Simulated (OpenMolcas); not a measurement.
**quartet GaClF: levels of theory compared**

Aim: a comparison of 5 runs (UB3LYP/cc-pVTZ, UBLYP/cc-pVTZ, UM06-L/cc-pVTZ, UPBE/cc-pVTZ, USVWN5/cc-pVTZ) of quartet GaClF. 

The results are computed with OpenMolcas 26.06.

### 1 The molecule

GaClF: 3 atoms, total charge 0, spin state quartet. As SMILES of the parent species, `[F][Ga][Cl]`. The coordinates come from a PBE0-D4/def2-TZVP relaxation. That shape belongs to the parent species and isn't relaxed for this state.

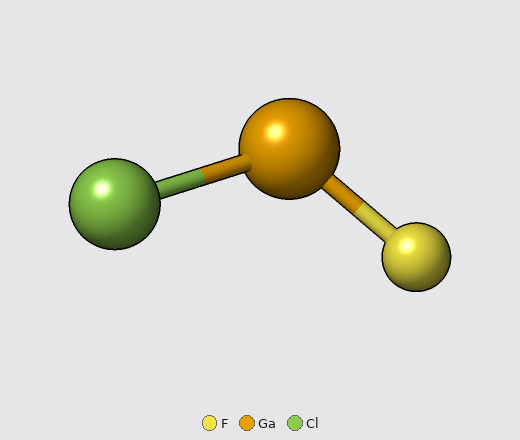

The structure, seen from a chosen angle (fluorine yellow, gallium amber, chlorine green).

### 2 A single-point energy at UB3LYP/cc-pVTZ (run 1)

struct.xyz

```xyz
3

F     -1.421100     0.295900    -0.754800
Ga     0.066400     0.649600     0.112200
Cl     1.343900    -1.010300     0.629300
```

run.inp

```
>>> EXPORT MOLCAS_PRINT=2

&GATEWAY
  BasLib = $CurrDir
  Coord = struct.xyz
  Basis = cc-pVTZ
  Group = NoSym

&SEWARD
  GridInput
  Grid=UltraFine
  End of Grid

&SCF
  UHF
  Spin = 4
  KSDFT = B3LYP
  Thresholds = 1e-10 1e-07 1e-07 1e-05
  PrOrbitals = 1
```

The basis set cc-pVTZ is read from a file made from the Basis Set Exchange's data (not shown).

The run is started by

```console
export MOLCAS_MEM=1860
pymolcas run.inp > run.log
```

What it wrote:

```text
--- Start Module: gateway ---
[...]
--- Stop Module: gateway /rc=_RC_ALL_IS_WELL_ ---
--- Start Module: seward ---
[...]
      Basis functions          107
--- Stop Module: seward /rc=_RC_ALL_IS_WELL_ ---
[...]
--- Start Module: scf ---
[...]
       Convergence after  25 Iterations
[...]
::    Total KS-DFT energy                           -2484.8879647591
[...]
      Total spin, S                                     1.5011836844
[...]
      Total electronic charge=   57.000000
      Total            charge=   -0.000000
[...]
      Dipole Moment (debye):
      Origin of the operator (angstrom)=    0.2000    0.1226    0.1253
                   X=  2.8002E+00               Y= -1.8868E+00               Z=  1.3364E+00           Total=  3.6314E+00
      Quadrupole Moment (debye*angstrom):
[...]
--- Stop Module: scf /rc=_RC_ALL_IS_WELL_ ---
[...]
```

Wall time 69 s (1 thread of AMD EPYC 7R43 (Zen 3), shared host); peak memory 0.61 GiB.

### 3 The energy at UBLYP/cc-pVTZ (run 2)

calc.inp

```
&GATEWAY
  BasLib=$CurrDir
  BasisSet
  F.cc-pVTZ....
  F1 -1.421100 0.295900 -0.754800 angstrom
  End of Basis
  BasisSet
  Ga.cc-pVTZ....
  Ga2 0.066400 0.649600 0.112200 angstrom
  End of Basis
  BasisSet
  Cl.cc-pVTZ....
  Cl3 1.343900 -1.010300 0.629300 angstrom
  End of Basis

&SEWARD
  GridInput
  Grid=UltraFine
  End of Grid

&SCF
  UHF
  Spin=4
  KSDFT=BLYP
  Thresholds=1e-10 1e-07 1e-07 1e-05
  PrOrbitals=1 2
```

The basis set cc-pVTZ is read from a file made from the Basis Set Exchange's data (not shown).

The run is started by

```console
export MOLCAS_MEM=1860
pymolcas calc.inp > calc.log
```

What it wrote:

```text
--- Start Module: gateway ---
[...]
--- Stop Module: gateway /rc=_RC_ALL_IS_WELL_ ---
--- Start Module: seward ---
[...]
      Basis functions          107
--- Stop Module: seward /rc=_RC_ALL_IS_WELL_ ---
[...]
--- Start Module: scf ---
[...]
       Convergence after  44 Iterations
[...]
::    Total KS-DFT energy                           -2484.8963697387
[...]
      Total spin, S                                     1.5007343218
[...]
      Total electronic charge=   57.000000
      Total            charge=   -0.000000
[...]
      Dipole Moment (debye):
      Origin of the operator (angstrom)=    0.2000    0.1226    0.1253
                   X=  1.8345E+00               Y= -1.5021E+00               Z=  8.4471E-01           Total=  2.5170E+00
      Quadrupole Moment (debye*angstrom):
[...]
--- Stop Module: scf /rc=_RC_ALL_IS_WELL_ ---
[...]
```

It took 1.9 min on 1 thread of AMD EPYC 7R43 (Zen 3), shared host; peak memory 0.62 GiB.

Run 3 isn't shown in full; the table further down has it.

### 4 The energy at UPBE/cc-pVTZ (run 4)

mol.inp

```
&GATEWAY
  BasLib
  $CurrDir
  Coord
  3
  angstrom
  F       -1.421100       0.295900      -0.754800
  Ga       0.066400       0.649600       0.112200
  Cl       1.343900      -1.010300       0.629300
  Basis
  cc-pVTZ
  Group
  NoSym

&SEWARD
  GridInput
  Grid=UltraFine
  End of Grid

&SCF
  UHF
  Spin
  4
  KSDFT
  PBE
  Thresholds
  1e-10 1e-07 1e-07 1e-05
  PrOrbitals
  1
```

The basis set cc-pVTZ is read from a file made from the Basis Set Exchange's data (not shown).

The run is started by

```console
export MOLCAS_MEM=1860
pymolcas mol.inp > mol.log
```

What it wrote:

```text
--- Start Module: gateway ---
[...]
--- Stop Module: gateway /rc=_RC_ALL_IS_WELL_ ---
--- Start Module: seward ---
[...]
      Basis functions          107
--- Stop Module: seward /rc=_RC_ALL_IS_WELL_ ---
[...]
--- Start Module: scf ---
[...]
       Convergence after  30 Iterations
[...]
::    Total KS-DFT energy                           -2484.2610206622
[...]
      Total spin, S                                     1.5008031685
[...]
      Mulliken charges per centre and basis function type
      ---------------------------------------------------
[...]
      Dipole Moment (debye):
      Origin of the operator (angstrom)=    0.2000    0.1226    0.1253
                   X=  1.7984E+00               Y= -1.5208E+00               Z=  8.2246E-01           Total=  2.4947E+00
      Quadrupole Moment (debye*angstrom):
[...]
--- Stop Module: scf /rc=_RC_ALL_IS_WELL_ ---
[...]
```

Wall time 65 s (1 thread of AMD EPYC 7R43 (Zen 3), shared host); peak memory 0.62 GiB.

### 5 The energy at USVWN5/cc-pVTZ (run 5)

mol.xyz

```xyz
3

F     -1.421100     0.295900    -0.754800
Ga     0.066400     0.649600     0.112200
Cl     1.343900    -1.010300     0.629300
```

run.input

```
* ClFGa Kohn-Sham DFT
&GATEWAY
BasLib=$CurrDir
Coord=mol.xyz
Basis=cc-pVTZ
Group=NoSym
&SEWARD
GridInput
Grid=UltraFine
End of Grid
&SCF
UHF
Spin=4
KSDFT=SVWN5
Thresholds=1e-10 1e-07 1e-07 1e-05
PrOrbitals=0
```

The basis set cc-pVTZ is read from a file made from the Basis Set Exchange's data (not shown).

The run is started by

```console
export MOLCAS_MEM=1860
pymolcas run.input > run.log
```

What it wrote:

```text
--- Start Module: gateway ---
[...]
--- Stop Module: gateway /rc=_RC_ALL_IS_WELL_ ---
--- Start Module: seward ---
[...]
      Basis functions          107
--- Stop Module: seward /rc=_RC_ALL_IS_WELL_ ---
[...]
--- Start Module: scf ---
[...]
       Convergence after  31 Iterations
[...]
::    Total KS-DFT energy                           -2479.7001998758
[...]
      Total spin, S                                     1.5005182790
[...]
      Total electronic charge=   57.000000
      Total            charge=   -0.000000
[...]
      Dipole Moment (debye):
      Origin of the operator (angstrom)=    0.2000    0.1226    0.1253
                   X=  3.0154E+00               Y= -2.0656E+00               Z=  1.4352E+00           Total=  3.9268E+00
      Quadrupole Moment (debye*angstrom):
[...]
--- Stop Module: scf /rc=_RC_ALL_IS_WELL_ ---
[...]
```

Run time: 51 s. Hardware: 1 thread of AMD EPYC 7R43 (Zen 3), shared host; peak memory 0.62 GiB.

### 6 All runs side by side

| run | level | energy (Eh) | dipole moment (D) | HOMO energy (eV) | ⟨S²⟩ | wall time |
| --- | --- | --- | --- | --- | --- | --- |
| 1 | UB3LYP/cc-pVTZ | -2484.887965 | 3.63 | -3.41 | 3.755 | 69 s |
| 2 | UBLYP/cc-pVTZ | -2484.896370 | 2.52 | -2.53 | 3.753 | 1.9 min |
| 3 | UM06-L/cc-pVTZ | -2484.738219 | 2.65 | -2.67 | 3.756 | 92 s |
| 4 | UPBE/cc-pVTZ | -2484.261021 | 2.49 | -2.80 | 3.753 | 65 s |
| 5 | USVWN5/cc-pVTZ | -2479.700200 | 3.93 | -2.69 | 3.752 | 51 s |

### 7 What came out

| quantity | value |
| --- | --- |
| run 5: total energy | -2479.70020 Eh |
| run 5: dipole moment | 3.93 D |
| run 5: HOMO energy (highest over α and β) | -2.69 eV |
| run 5: ⟨S²⟩ | 3.752 |

The dipole moment (its size) runs from 2.49 D (UPBE/cc-pVTZ) to 3.93 D (USVWN5/cc-pVTZ). Totals of different functionals can't be ranked against each other. All runs together took 6.5 min, the longest 1.9 min.
